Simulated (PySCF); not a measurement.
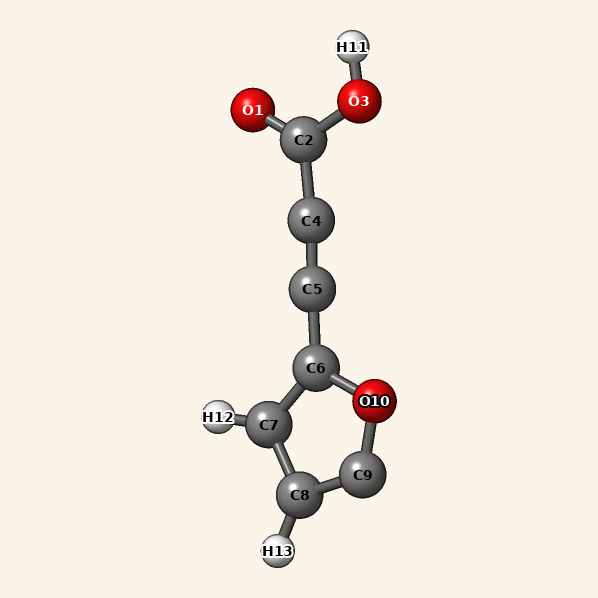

State: neutral, doublet. The geometry was computed by an optimisation with GFN2-xTB. No frequency run is at hand to confirm it as a minimum. Method: UKS B3LYP, pcH-1 on C H O, non-relativistic (PySCF 2.14.0). Fermi-contact and spin-dipolar terms alone, no spin-orbit part.

### Which nucleus has the largest dipolar (anisotropic) hyperfine coupling?

13C at C9: principal values −78.7, −52.5, 131.2 MHz.

List the isotropic and dipolar parts for the most strongly coupled nuclei, one of each equivalent set.

```json
{"atom": "C9", "isotope": "13C", "a_iso (MHz)": "647.5", "dipolar part (MHz)": "−78.7, −52.5, 131.2"}
{"atom": "C8", "isotope": "13C", "a_iso (MHz)": "75.0", "dipolar part (MHz)": "−20.8, −5.3, 26.1"}
{"atom": "C6", "isotope": "13C", "a_iso (MHz)": "54.7", "dipolar part (MHz)": "−12.2, −1.1, 13.4"}
{"atom": "H13", "isotope": "1H", "a_iso (MHz)": "7.2", "dipolar part (MHz)": "−7.7, −5.2, 12.9"}
{"atom": "O10", "isotope": "17O", "a_iso (MHz)": "−131.4", "dipolar part (MHz)": "−12.4, 4.8, 7.6"}
{"atom": "C7", "isotope": "13C", "a_iso (MHz)": "28.7", "dipolar part (MHz)": "−4.8, −1.5, 6.3"}
{"atom": "H12", "isotope": "1H", "a_iso (MHz)": "8.9", "dipolar part (MHz)": "−3.3, −2.4, 5.7"}
{"atom": "C4", "isotope": "13C", "a_iso (MHz)": "0.5", "dipolar part (MHz)": "−5.3, 0.4, 4.9"}
```
